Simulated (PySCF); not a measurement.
# C$_{3}$H$_{10}$O$_{2}$Si: one change and its effect

System: C$_{3}$H$_{10}$O$_{2}$Si, SMILES CO[SiH](C)OC.
Method of run 1: TDDFT wB97X-D/def2-SVPD, vertical, gas phase, core orbitals frozen in the response (PySCF 2.14.0).

The geometry comes from this level: PBE0-D3(BJ)/def2-SVP. Text and figures count atoms from 1; the logs count them from 0 in places.

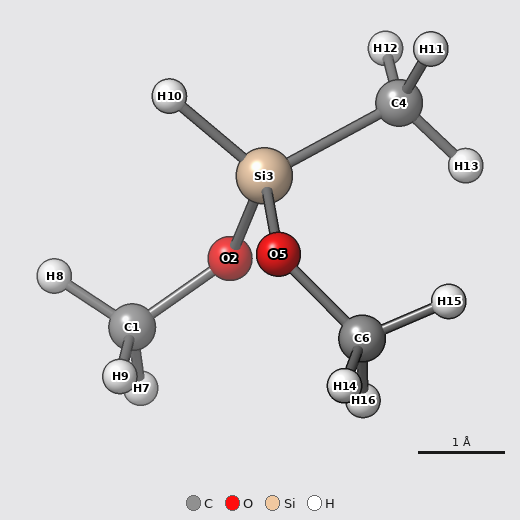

The structure (ball-and-stick view, seen at a tilt; atoms are numbered from 1 in the order of the input).

Input file, run 1:
```
{"job": {"kind": "uv", "xc": "wB97X-D", "basis": "def2-SVPD", "ip": true}, "charge": 0, "multiplicity": 1}
C     -2.066534    -0.958510    -0.795297
O     -1.238181     0.163245    -0.660027
Si    -0.293175     0.461896     0.676752
C      0.564398     2.075606     0.340073
O      0.778108    -0.789709     0.917733
C      1.794760    -1.131050     0.017005
H     -2.378380    -1.048033    -1.847580
H     -2.978934    -0.869137    -0.177745
H     -1.553346    -1.894485    -0.509737
H     -1.116861     0.468193     1.916976
H      1.255098     2.332989     1.157363
H     -0.171179     2.888027     0.238828
H      1.137853     2.024118    -0.598300
H      2.254301    -2.077862     0.340200
H      2.591106    -0.364878    -0.017452
H      1.413539    -1.270860    -1.010943
```

The first line tells a small driver script what to run in PySCF; the rest is the geometry in Å.

Hardware: 1 CPU thread, shared host.

Output (run 1):
```
coarse grid: 13256 points
cycle   1  E = -559.7595792831  dE =  5.262e-01  |g| = 8.504e-01  |ddm| = 5.042e+00
cycle   2  E = -559.7156999277  dE =  4.388e-02  |g| = 1.013e+00  |ddm| = 2.282e+00
cycle   3  E = -559.8991451241  dE = -1.834e-01  |g| = 5.168e-02  |ddm| = 9.828e-01
cycle   4  E = -559.8997191536  dE = -5.740e-04  |g| = 2.247e-02  |ddm| = 1.159e-01
cycle   5  E = -559.8998483312  dE = -1.292e-04  |g| = 4.418e-03  |ddm| = 5.117e-02
cycle   6  E = -559.8998537039  dE = -5.373e-06  |g| = 8.895e-04  |ddm| = 1.380e-02
final grid: 121688 points
cycle   7  E = -559.9871935520  dE = -8.945e-05  |g| = 3.466e-03  |ddm| = 1.069e-01
cycle   8  E = -559.9871958763  dE = -2.324e-06  |g| = 2.394e-03  |ddm| = 1.836e-02
cycle   9  E = -559.9871970031  dE = -1.127e-06  |g| = 6.995e-04  |ddm| = 3.429e-03
cycle  10  E = -559.9871970938  dE = -9.068e-08  |g| = 3.236e-04  |ddm| = 1.654e-03
cycle  11  E = -559.9871971166  dE = -2.281e-08  |g| = 3.922e-05  |ddm| = 5.568e-04
cycle  12  E = -559.9871971173  dE = -6.999e-10  |g| = 1.229e-05  |ddm| = 1.738e-04
converged SCF energy = -559.9871971173

Static polarisability (au): isotropic 69.944, principal 63.409 71.039 75.384

Singlet excitations
state   eV       nm        f      main configurations
  1   7.9620    155.7   0.00108   H->L 0.67
  2   8.0832    153.4   0.00376   H-1->L 0.51, H->L+3 0.12
  3   8.3003    149.4   0.00603   H-2->L 0.59, H-1->L 0.09
  4   8.4719    146.3   0.01116   H->L+1 0.33, H->L+3 0.28, H->L+5 0.09
  5   8.6273    143.7   0.01931   H-2->L+3 0.30, H-1->L+1 0.13, H-3->L 0.09
  6   8.6570    143.2   0.03829   H->L+3 0.19, H->L+4 0.14, H-1->L+1 0.13
  7   8.7178    142.2   0.02344   H-1->L+3 0.24, H-2->L+3 0.13, H->L+2 0.09
  8   8.7851    141.1   0.02363   H-2->L+1 0.20, H-2->L+3 0.17, H->L+1 0.11
  9   8.9648    138.3   0.03538   H-1->L+5 0.22, H-1->L+4 0.17, H->L+5 0.14
 10   9.0429    137.1   0.09649   H->L+5 0.17, H-1->L+3 0.17, H-1->L+2 0.10

Triplet excitations (Tamm-Dancoff, eV): 7.8272 7.9143 8.1475 8.2229
Vertical ionisation energy (delta-SCF) = 10.1869 eV
```

For run 2 the input was changed thus:
```diff
-"xc": "wB97X-D"
+"xc": "CAM-B3LYP"
```

What does this change do to the results?

The total energies belong to different methods, so their difference says nothing on which is more stable or more accurate. The HOMO goes from −9.98 to −9.51 eV. The LUMO goes from 2.20 to 1.22 eV. The lowest excitation goes from 7.96 to 7.75 eV. The strongest computed line goes from 9.04 to 8.84 eV. The functional changes from wB97X-D to CAM-B3LYP. The number of SCF iterations is the same.

Output (run 2):
```
coarse grid: 13256 points
cycle   1  E = -559.7256896733  dE =  5.179e-01  |g| = 8.622e-01  |ddm| = 5.325e+00
cycle   2  E = -559.6347177918  dE =  9.097e-02  |g| = 1.134e+00  |ddm| = 2.401e+00
cycle   3  E = -559.8674975021  dE = -2.328e-01  |g| = 6.355e-02  |ddm| = 1.120e+00
cycle   4  E = -559.8682235714  dE = -7.261e-04  |g| = 2.898e-02  |ddm| = 1.204e-01
cycle   5  E = -559.8684336758  dE = -2.101e-04  |g| = 4.950e-03  |ddm| = 4.453e-02
cycle   6  E = -559.8684397108  dE = -6.035e-06  |g| = 9.817e-04  |ddm| = 1.138e-02
final grid: 121688 points
cycle   7  E = -559.9642435960  dE = -2.685e-05  |g| = 3.475e-03  |ddm| = 5.225e-02
cycle   8  E = -559.9642437413  dE = -1.453e-07  |g| = 3.597e-03  |ddm| = 9.676e-03
cycle   9  E = -559.9642463532  dE = -2.612e-06  |g| = 5.131e-04  |ddm| = 3.641e-03
cycle  10  E = -559.9642464013  dE = -4.804e-08  |g| = 1.507e-04  |ddm| = 6.826e-04
cycle  11  E = -559.9642464062  dE = -4.871e-09  |g| = 3.257e-05  |ddm| = 2.821e-04
cycle  12  E = -559.9642464064  dE = -2.424e-10  |g| = 1.166e-05  |ddm| = 6.765e-05
converged SCF energy = -559.9642464064

Static polarisability (au): isotropic 70.096, principal 63.569 71.171 75.549

Singlet excitations
state   eV       nm        f      main configurations
  1   7.7523    159.9   0.00161   H->L 0.74
  2   7.8784    157.4   0.00256   H-1->L 0.52, H-2->L 0.10, H->L+1 0.10
  3   8.0662    153.7   0.00566   H-2->L 0.59, H-1->L 0.17
  4   8.3014    149.4   0.01189   H->L+1 0.39, H->L+3 0.24
  5   8.4501    146.7   0.01674   H-1->L+1 0.22, H-3->L 0.15, H-2->L+3 0.14
  6   8.5131    145.6   0.05277   H->L+3 0.30, H->L+4 0.17, H->L+1 0.15
  7   8.5255    145.4   0.01278   H-1->L+3 0.22, H-1->L+1 0.19, H-2->L+1 0.13
  8   8.5929    144.3   0.02554   H-2->L+3 0.34, H-2->L+1 0.15, H-1->L+3 0.11
  9   8.7828    141.2   0.03208   H-1->L+5 0.14, H-1->L+4 0.12, H-1->L+1 0.10
 10   8.8438    140.2   0.07841   H->L+5 0.29, H-1->L+5 0.12, H-1->L+3 0.11

Triplet excitations (Tamm-Dancoff, eV): 7.5660 7.6595 7.8750 7.9957
Vertical ionisation energy (delta-SCF) = 10.2807 eV
```

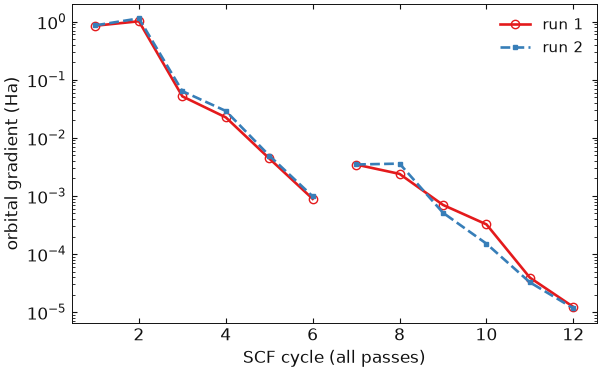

Convergence of the two runs: orbital gradient against the SCF cycle. A break in a curve parts two SCF passes (coarse and final grid). Run 1 takes 12 cycles in all, and run 2 takes 12.

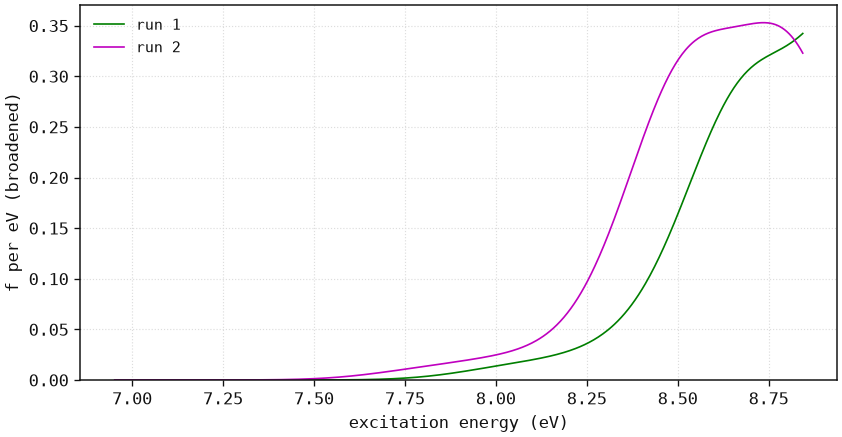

Absorption of the two runs from their computed states, each broadened by a Gaussian of 0.35 eV full width; the range ends where the shorter list of states ends.

The two runs side by side:

| quantity | run 1 | run 2 |
| --- | --- | --- |
| outcome | converged | converged |
| total energy (hartree) | −559.987197 | −559.964246 |
| HOMO (eV) | −9.98 | −9.51 |
| LUMO (eV) | 2.20 | 1.22 |
| dipole moment (D) | 0.78 | 0.78 |
| lowest excitation (eV) | 7.96 | 7.75 |
| SCF iterations | 12 | 12 |
| strongest computed line (eV) | 9.04 | 8.84 |
| basis functions | 210 | 210 |
| wall time (shared host) | 3.6 min | 3.8 min |
